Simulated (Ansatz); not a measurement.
## Hypothetical CdI2 type HfO2: Hf → Ti

Start from HfO₂ in the CdI2 type structure (space group P-3m1, No. 164; a = 3.2396 Å, c = 4.6612 Å; a hypothetical phase, not in the database extracts checked; layered, stacked along the Cartesian z axis).

The change: every Hf is replaced by Ti; the structure is relaxed again.

Calculations: PBE-D3(BJ), PAW, 420 eV (Ansatz, a quantum-chemistry and plane-wave program; without spin-orbit coupling). Settings: 13×13×7 k-points, 0.05 eV Fermi–Dirac smearing, for the changed cell.

| quantity | base | changed | shift |
|---|---|---|---|
| volume per atom | 14.12 Å³ | 11.57 Å³ | -2.55 Å³ |
| density | 8.25 g/cm³ | 3.82 g/cm³ | -4.43 g/cm³ |
| c/a ratio | 1.439 | 1.524 | +0.0855 |
| space group | P-3m1 (No. 164) | P-3m1 (No. 164) | – |
| band gap | 4.48 eV | 2.51 eV | -1.97 eV |
| gap character | indirect, K–Γ (65 % along) → M | indirect, K–Γ (68 % along) → A | – |
| smallest direct gap | 4.87 eV | 2.65 eV | -2.22 eV |
| width of the top valence band | 0.97 eV | 1.52 eV | +0.55 eV |

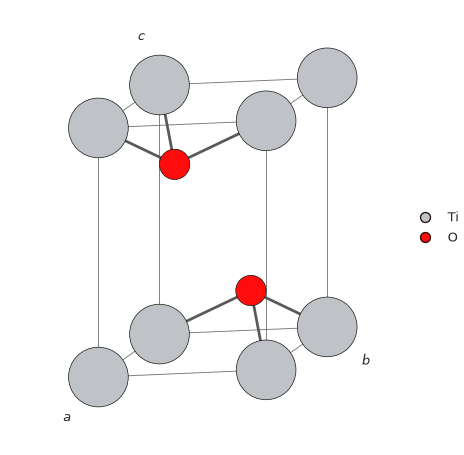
*The relaxed conventional cell after the change*

With Hf present, leaving out spin-orbit coupling can change the band edges. Stability against distortions was not tested. As relaxed here, TiO2 is a hypothetical phase, not in the database extracts checked. The final runs are not spin-polarised.
